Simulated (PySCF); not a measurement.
SMILES F[Si](F)(F)F at its CAM-B3LYP/def2-SVP optimised geometry (Å):

```
5

F      1.0563    -0.3726     0.0000
Si    -0.5272    -0.3726     0.0000
F     -1.0553    -1.1175     1.2936
F     -1.0563     1.1197     0.0000
F     -1.0533    -1.1197    -1.2932
```

Level of theory: PySCF with CAM-B3LYP/def2-TZVP. Cells within 0.4 Å of a nucleus heavier than hydrogen are left out (blank, or x).

Map of the electron localisation function on the plane z = 1.5 Å:

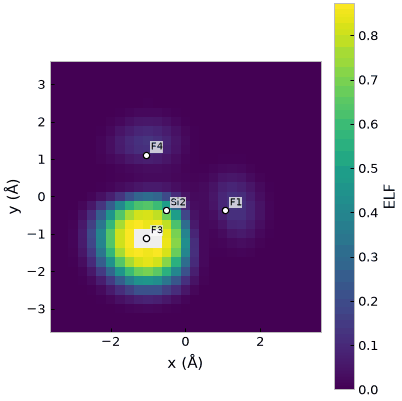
Figure. Electron localisation function on the plane z = 1.5 Å.
